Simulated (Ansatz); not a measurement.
# BSi2H7SO: nudged elastic band

- system: BSi2H7SO
- method: RKS PBE0-D4/6-31G (Ansatz 0.2.0)

It belongs to a series of runs on one base structure; here: band between the two ends. Figures and captions count atoms from 1; the log counts them from 0 in places.

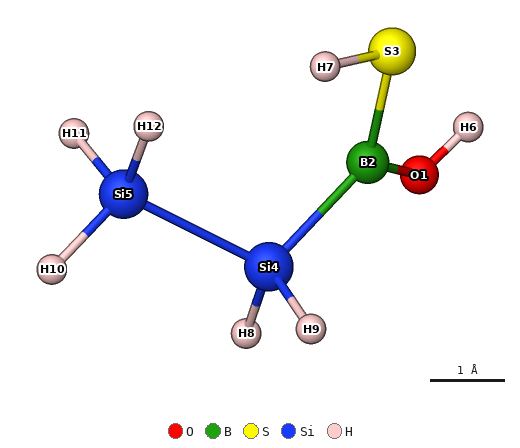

**Figure 1.** The input geometry (ball-and-stick view, seen at a tilt; atoms are numbered from 1 in the order of the input). Bond lengths as drawn: B–O 1.37 Å, B–S 1.86 Å, B–Si 2.02 Å, H–O 0.97 Å, H–S 1.37 Å, H–Si 1.50 to 1.51 Å and Si–Si 2.36 Å.

Input file
```yaml
crystal:
  periodic: [false, false, false]
  atoms:
    - { symbol: O, position_ang: [-2.379526, 0.705992, -1.210138] }
    - { symbol: B, position_ang: [-1.110672, 0.822286, -0.710936] }
    - { symbol: S, position_ang: [-0.559065, 2.467588, -0.044421] }
    - { symbol: Si, position_ang: [0.079522, -0.813199, -0.746544] }
    - { symbol: Si, position_ang: [1.282054, -1.010169, 1.271528] }
    - { symbol: H, position_ang: [-2.989603, 1.463714, -1.222553] }
    - { symbol: H, position_ang: [0.703281, 2.13295, 0.370288] }
    - { symbol: H, position_ang: [-0.713507, -2.063734, -1.008408] }
    - { symbol: H, position_ang: [1.090297, -0.666654, -1.858254] }
    - { symbol: H, position_ang: [2.269368, -2.143596, 1.234528] }
    - { symbol: H, position_ang: [0.355232, -1.215529, 2.438233] }
    - { symbol: H, position_ang: [2.049521, 0.265251, 1.520677] }
basis:
  gaussian: { orbitals: "6-31G" }
hamiltonian:
  xc: pbe0
  dispersion: d4
neb:
  order_check: false
  images: 5
  f_tol: 0.05
  max_iterations: 36
  initial_path: idpp
  final_atoms:
    - { symbol: O, position_ang: [-0.37512519, 2.12105698, -0.00369324] }
    - { symbol: B, position_ang: [-0.88803613, 0.99187673, -0.58724978] }
    - { symbol: S, position_ang: [-2.63395411, 1.0200818, -1.21772967] }
    - { symbol: Si, position_ang: [0.3266176, -0.62162111, -0.67956733] }
    - { symbol: Si, position_ang: [1.40836605, -0.94150499, 1.38694309] }
    - { symbol: H, position_ang: [-0.9022464, 2.93515132, 0.07111725] }
    - { symbol: H, position_ang: [-2.71953648, -0.26206387, -1.68909497] }
    - { symbol: H, position_ang: [-0.45144812, -1.85807044, -1.059052] }
    - { symbol: H, position_ang: [1.37057937, -0.41473145, -1.74863973] }
    - { symbol: H, position_ang: [2.24019514, -2.19616721, 1.38130395] }
    - { symbol: H, position_ang: [0.39521262, -1.0550277, 2.49400043] }
    - { symbol: H, position_ang: [2.30627764, 0.22591995, 1.685662] }
```

Hardware: 1 thread of Arm Neoverse N1, 16 GiB of memory available, shared host.

Launch command:
```bash
ansatz run input.yaml --threads 1 --pin off --max-ram 2048MiB --backend cpu --events-out ev --progress --plain --runs-dir out
```

Output
```
Engine: ansatz 0.2.0, aarch64-unknown-linux-gnu
Functional definition: PBE0
  parameter a = 0.25
  parameter kappa = 0.804
  parameter beta = 0.06672455060314922
  exchange = (1 - a)*pbe_x(kappa = kappa, mu = beta*pi^2/3) + a*exact_x
  correlation = pbe_c(beta = beta)
905 factors; integrals over basis functions are off by at most 1.7e-4 eV
mean field evaluation 1: about -29408.3530 eV, gradient 4.0e1 eV
mean field evaluation 2: about -29402.6940 eV, gradient 6.8e1 eV
mean field evaluation 4: about -29411.3621 eV, gradient 1.6e0 eV
mean field evaluation 8: about -29411.4353 eV, gradient 7.6e-2 eV
mean field evaluation 16: about -29411.4353 eV, gradient 8.5e-6 eV
mean field -29411.43532022 eV, -1080.8503122313 hartree, gradient 8.5e-6 eV, S^2 0.000000; 0 other end points of the search recorded, 0 dependent functions left out
the calculation of the forces begins
reference -29411.43535204 eV, -1080.8503134007 hartree; 32, 32 occupied and 39, 39 virtual orbitals, 905 factors
904 factors; integrals over basis functions are off by at most 2.2e-4 eV
mean field -29411.46159315 eV, -1080.8512777437 hartree, gradient 2.5e-5 eV, S^2 0.000000; 0 other end points of the search recorded, 0 dependent functions left out
[... from here on the field's lines of each further geometry are left out, up to the last ...]
NEB iter   1: max|band force component| = 1.398e0 eV/Å  barrier→ = 0.2329 eV  barrier← = 0.2496 eV  Δτ_max = 0.2000 Å  (173 SCF iters)
NEB iter   2: max|band force component| = 6.107e-1 eV/Å  barrier→ = 0.0635 eV  barrier← = 0.0801 eV  Δτ_max = 0.0961 Å  (139 SCF iters)
NEB iter   3: max|band force component| = 3.192e-1 eV/Å  barrier→ = 0.0056 eV  barrier← = 0.0222 eV  CI = image 4  Δτ_max = 0.0627 Å  (128 SCF iters)
NEB iter   4: max|band force component| = 2.190e-1 eV/Å  barrier→ = 0.0022 eV  barrier← = 0.0189 eV  CI = image 1  Δτ_max = 0.0610 Å  (124 SCF iters)
NEB iter   5: max|band force component| = 9.168e-2 eV/Å  barrier→ = 0.0013 eV  barrier← = 0.0180 eV  CI = image 1  Δτ_max = 0.0214 Å  (129 SCF iters)
NEB iter   6: max|band force component| = 5.904e-2 eV/Å  barrier→ = 0.0012 eV  barrier← = 0.0179 eV  CI = image 1  Δτ_max = 0.0328 Å  (110 SCF iters)
the calculation of the forces begins
reference -29411.45470452 eV, -1080.8510245911 hartree; 32, 32 occupied and 39, 39 virtual orbitals, 904 factors
905 factors; integrals over basis functions are off by at most 1.7e-4 eV
mean field -29411.43910149 eV, -1080.8504511903 hartree, gradient 1.2e-5 eV, S^2 0.000000; 1 other end points of the search recorded, 0 dependent functions left out
the calculation of the forces begins
reference -29411.43913347 eV, -1080.8504523654 hartree; 32, 32 occupied and 39, 39 virtual orbitals, 905 factors
NEB iter   7: max|band force component| = 4.186e-2 eV/Å  barrier→ = 0.0011 eV  barrier← = 0.0178 eV  CI = image 1  Δτ_max = 0.0000 Å  (247 SCF iters)
```

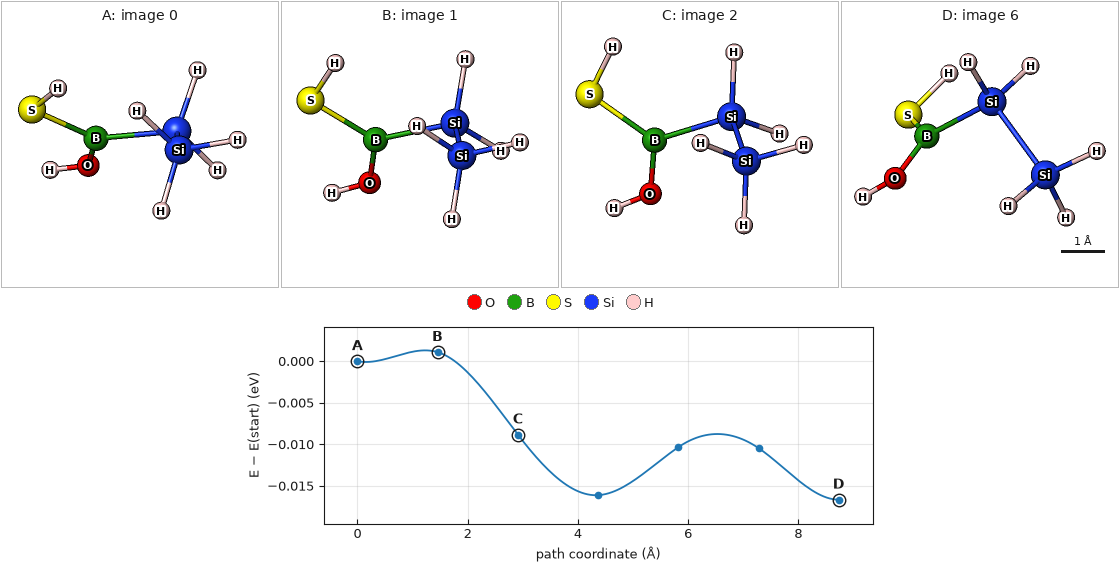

**Figure 2.** Images of the last band (counted from 0; ball-and-stick, seen at an oblique angle) above the energy along the path; the line is a cubic interpolation that uses the forces. The highest image is number 1, 0.001 eV above the start and 0.018 eV above the end (the climbing image); the end lies 0.017 eV below the start. The path is 8.73 Å long. The band converged in 7 iterations.

```
Total energy: -29411.70193422 eV, -1080.8601101149 hartree
Atom 0 at    -2.443181     0.629618    -0.632782 Å, force    -0.000574     0.002758    -0.000930 eV/Å
Atom 1 at    -1.091782     0.845722    -0.653038 Å, force    -0.001021    -0.009671     0.006605 eV/Å
Atom 2 at    -0.460839     2.590422    -0.535091 Å, force    -0.001594     0.005406    -0.002499 eV/Å
Atom 3 at     0.132364    -0.757190    -0.757110 Å, force    -0.000691    -0.001801    -0.007528 eV/Å
Atom 4 at     1.197013    -1.093988     1.322159 Å, force     0.000751    -0.000864     0.003096 eV/Å
Atom 5 at    -3.071962     1.368757    -0.563796 Å, force     0.000804    -0.000814     0.001652 eV/Å
Atom 6 at     0.885890     2.347357    -0.587720 Å, force     0.002319     0.000763    -0.000060 eV/Å
Atom 7 at    -0.611424    -2.001717    -1.155335 Å, force    -0.000656     0.001651    -0.001535 eV/Å
Atom 8 at     1.219914    -0.511631    -1.775199 Å, force     0.000679    -0.000200     0.003516 eV/Å
Atom 9 at     2.146642    -2.259574     1.267078 Å, force    -0.000006     0.000065     0.000866 eV/Å
Atom 10 at     0.190526    -1.348302     2.410466 Å, force    -0.001646     0.001771    -0.002996 eV/Å
Atom 11 at     1.983740     0.135426     1.694368 Å, force     0.001633     0.000935    -0.000188 eV/Å
Dipole moment:    -0.061808     0.123243    -0.015301 e Å
this run last wrote the band of iteration 7 to [file]
```

The last band as extended XYZ (Å, eV, eV/Å)
```
12
Properties=species:S:1:pos:R:3:forces:R:3 image=0 energy=-29411.70300
O    -2.3795    0.7060   -1.2101   -0.0011  -0.0046  -0.0036
B    -1.1107    0.8223   -0.7109    0.0016  -0.0062   0.0092
S    -0.5591    2.4676   -0.0444    0.0035   0.0053  -0.0043
Si    0.0795   -0.8132   -0.7465   -0.0006   0.0037  -0.0030
Si    1.2821   -1.0102    1.2715   -0.0016   0.0019   0.0006
H    -2.9896    1.4637   -1.2226   -0.0023   0.0036   0.0018
H     0.7033    2.1330    0.3703   -0.0026  -0.0020   0.0009
H    -0.7135   -2.0637   -1.0084   -0.0002   0.0013  -0.0006
H     1.0903   -0.6667   -1.8583    0.0025  -0.0023   0.0004
H     2.2694   -2.1436    1.2345    0.0006   0.0007  -0.0010
H     0.3552   -1.2155    2.4382    0.0004   0.0005  -0.0016
H     2.0495    0.2653    1.5207   -0.0001  -0.0020   0.0013
12
Properties=species:S:1:pos:R:3:forces:R:3 image=1 energy=-29411.70190
O    -2.4432    0.6296   -0.6328   -0.0006   0.0028  -0.0009
B    -1.0918    0.8457   -0.6530   -0.0010  -0.0097   0.0066
S    -0.4608    2.5904   -0.5351   -0.0016   0.0054  -0.0025
Si    0.1324   -0.7572   -0.7571   -0.0007  -0.0018  -0.0075
Si    1.1970   -1.0940    1.3222    0.0008  -0.0009   0.0031
H    -3.0720    1.3688   -0.5638    0.0008  -0.0008   0.0017
H     0.8859    2.3474   -0.5877    0.0023   0.0008  -0.0001
H    -0.6114   -2.0017   -1.1553   -0.0007   0.0017  -0.0015
H     1.2199   -0.5116   -1.7752    0.0007  -0.0002   0.0035
H     2.1466   -2.2596    1.2671    0.0000   0.0001   0.0009
H     0.1905   -1.3483    2.4105   -0.0016   0.0018  -0.0030
H     1.9837    0.1354    1.6944    0.0016   0.0009  -0.0002
12
Properties=species:S:1:pos:R:3:forces:R:3 image=2 energy=-29411.71182
O    -2.2721    0.6802   -0.0850   -0.0120  -0.0086   0.0103
B    -1.0255    0.8966   -0.6081    0.0102  -0.0094  -0.0006
S    -0.5416    2.6196   -1.1034   -0.0009   0.0052  -0.0049
Si    0.2176   -0.6901   -0.7312   -0.0093   0.0043  -0.0026
Si    1.1088   -1.1795    1.3972   -0.0007  -0.0032   0.0017
H    -2.9124    1.4045    0.0200    0.0056   0.0077  -0.0003
H     0.7215    2.3677   -1.5676   -0.0003   0.0026  -0.0051
H    -0.5074   -1.9055   -1.2447    0.0010   0.0014  -0.0019
H     1.3612   -0.4000   -1.6725    0.0063   0.0011   0.0047
H     2.0263   -2.3707    1.3387    0.0029   0.0005   0.0019
H     0.0060   -1.4736    2.3761   -0.0019  -0.0013  -0.0028
H     1.8946   -0.0043    1.9146   -0.0008  -0.0004  -0.0004
12
Properties=species:S:1:pos:R:3:forces:R:3 image=3 energy=-29411.71911
O    -1.9215    0.8976    0.3705   -0.0062   0.0053   0.0034
B    -0.9309    0.9584   -0.5746    0.0074  -0.0147   0.0017
S    -0.8004    2.4667   -1.6479    0.0018   0.0059  -0.0046
Si    0.3201   -0.6255   -0.6842   -0.0132  -0.0003   0.0011
Si    1.0273   -1.2435    1.4748    0.0021   0.0019   0.0012
H    -2.5624    1.6207    0.4817    0.0014   0.0005  -0.0017
H     0.2834    2.1051   -2.4017   -0.0006   0.0031  -0.0008
H    -0.3939   -1.7958   -1.3132   -0.0009   0.0018  -0.0008
H     1.5087   -0.3121   -1.5598    0.0039  -0.0025   0.0037
H     1.9425   -2.4378    1.4339    0.0054   0.0024  -0.0013
H    -0.1624   -1.5830    2.3277   -0.0007  -0.0032  -0.0022
H     1.7665   -0.1059    2.1268   -0.0003  -0.0001   0.0003
12
Properties=species:S:1:pos:R:3:forces:R:3 image=4 energy=-29411.71334
O    -1.4453    1.2682    0.6541   -0.0069   0.0018  -0.0051
B    -0.8288    1.0355   -0.5484   -0.0269   0.0417   0.0091
S    -1.1828    2.1862   -1.9638    0.0167  -0.0199   0.0050
Si    0.4090   -0.5606   -0.6468   -0.0095  -0.0188   0.0091
Si    0.9548   -1.3090    1.5157   -0.0016   0.0143  -0.0078
H    -2.0602    2.0132    0.7727    0.0119  -0.0155   0.0011
H    -0.3826    1.6199   -2.9194    0.0009   0.0013  -0.0027
H    -0.2693   -1.6737   -1.4081   -0.0072  -0.0026  -0.0092
H     1.6514   -0.2140   -1.4308    0.0042  -0.0048   0.0069
H     1.8657   -2.5067    1.4624    0.0097   0.0015   0.0032
H    -0.2883   -1.6967    2.2674    0.0053   0.0058  -0.0170
H     1.6534   -0.2174    2.2790    0.0034  -0.0048   0.0073
12
Properties=species:S:1:pos:R:3:forces:R:3 image=5 energy=-29411.71345
O    -0.9216    1.6620    0.7053   -0.0068   0.0133  -0.0106
B    -0.7359    1.1098   -0.5357    0.0211  -0.0197   0.0128
S    -1.6059    1.8626   -1.9920   -0.0101   0.0069  -0.0088
Si    0.4939   -0.4941   -0.6452   -0.0001   0.0169   0.0036
Si    0.8860   -1.3619    1.5047   -0.0104  -0.0091  -0.0036
H    -1.4939    2.4382    0.8344    0.0041  -0.0040   0.0045
H    -1.1620    1.0199   -2.9753   -0.0033   0.0009  -0.0032
H    -0.0978   -1.5438   -1.5548    0.0034  -0.0044   0.0070
H     1.8026   -0.0838   -1.2768   -0.0008   0.0028   0.0001
H     1.7443   -2.5978    1.4475    0.0002  -0.0021   0.0022
H    -0.4173   -1.7242    2.1623    0.0030  -0.0039   0.0019
H     1.5844   -0.3418    2.3596   -0.0004   0.0023  -0.0059
12
Properties=species:S:1:pos:R:3:forces:R:3 image=6 energy=-29411.71966
O    -0.6206    2.0590   -0.1084   -0.0064   0.0001  -0.0091
B    -0.9977    0.8497   -0.6320    0.0076  -0.0137   0.0014
S    -2.7344    0.6423   -1.2544    0.0000   0.0024  -0.0003
Si    0.3971   -0.6137   -0.6494   -0.0046   0.0071  -0.0019
Si    1.5069   -0.7007    1.4252   -0.0001  -0.0004  -0.0005
H    -1.2393    2.8088   -0.0718    0.0043   0.0030   0.0068
H    -2.6693   -0.6632   -1.6604    0.0018  -0.0012   0.0002
H    -0.2310   -1.9500   -0.9625   -0.0019   0.0021   0.0002
H     1.4107   -0.3406   -1.7327   -0.0017  -0.0002   0.0023
H     2.4795   -1.8484    1.4783    0.0006   0.0013   0.0007
H     0.5130   -0.8756    2.5416   -0.0005  -0.0006  -0.0004
H     2.2621    0.5771    1.6605    0.0010   0.0000   0.0008
```

Key numbers

| quantity | value |
| --- | --- |
| outcome | converged |
| barrier, forward | 0.001 eV |
| barrier, backward | 0.018 eV |
| wall time | 5.4 min |
| peak memory | 0.18 GiB |

Remarks

The order of the saddle point was not checked.
